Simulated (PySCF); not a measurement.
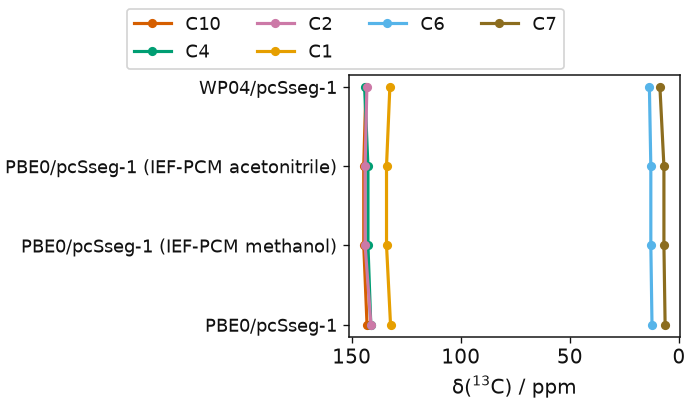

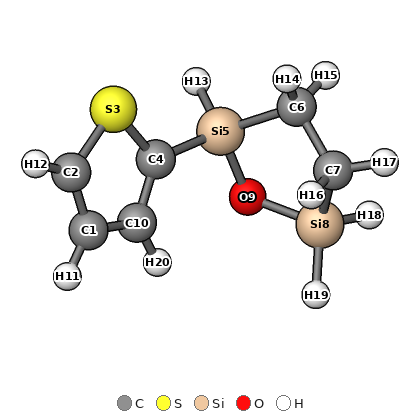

GIAO ¹³C shifts of C₆H₁₀OSSi₂, SMILES c1csc([Si@H]2CC[SiH2]O2)c1 at several levels, one geometry, PySCF 2.14.0, at a PBE0-D3(BJ)/def2-SVP geometry (no frequency check); values of one conformer, averaged over methyl-type rotors and exact or near symmetry; other conformers aren't averaged in; each against TMS at the same level.

**How much does each signal move over these levels?**

| atoms | lowest | highest | spread (ppm) |
| --- | --- | --- | --- |
| C10 | 142.9 | 144.5 | 1.5 |
| C4 | 141.2 | 144.1 | 2.8 |
| C2 | 141.2 | 143.8 | 2.7 |
| C1 | 132.2 | 134.0 | 1.8 |
| C6 | 12.4 | 13.6 | 1.2 |
| C7 | 6.4 | 8.7 | 2.4 |

**Do all levels give the signals in the same order?**

No, some signals change places between levels.
